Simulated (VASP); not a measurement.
Band structure of Ni (fcc). All values below come from MS2 meta-GGA, VASP's PBE PAW potentials (set 64) (plane waves; VASP).

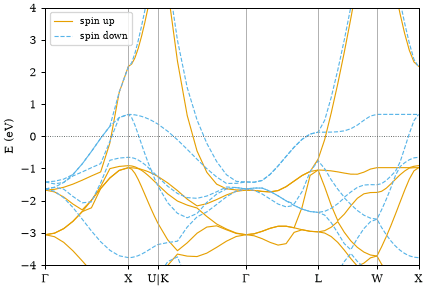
*Bands along high-symmetry lines, zero at the valence-band maximum or, without a gap, the Fermi level*

Problem. Read the plot: is there a gap, and where are the band edges?

Solution. It has no gap at this level: it comes out as a metal or semimetal.

The compound is Ni in the fcc structure. It was relaxed first.
